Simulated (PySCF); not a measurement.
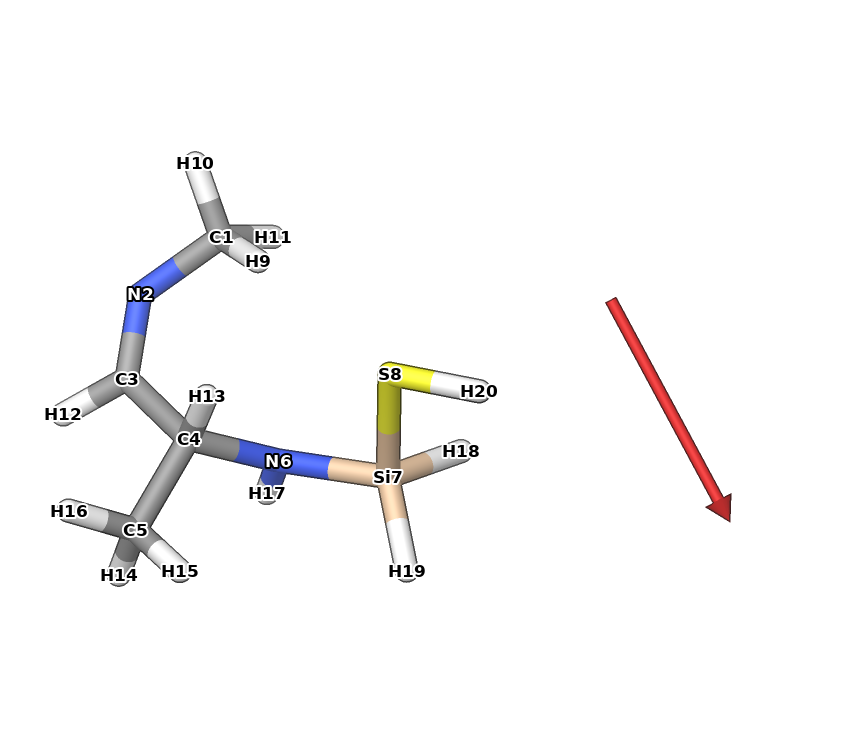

The arrow beside the molecule shows the direction of the dipole moment, from the negative to the positive end (its length means nothing). Computed geometry: GFN2-xTB optimisation. No frequency run is at hand to confirm it as a minimum. Properties computed with PBE0/pcSseg-1, gas phase (PySCF 2.14.0).

### How large is the dipole moment?

2.61 D; it points from the side of H10 to the side of H19 (the outermost atoms at the two ends).

The geometry is semi-empirical. Around Si such bond lengths and angles can be off by a tenth of an ångström or more and by several degrees, and values that hang on the shape move with them.
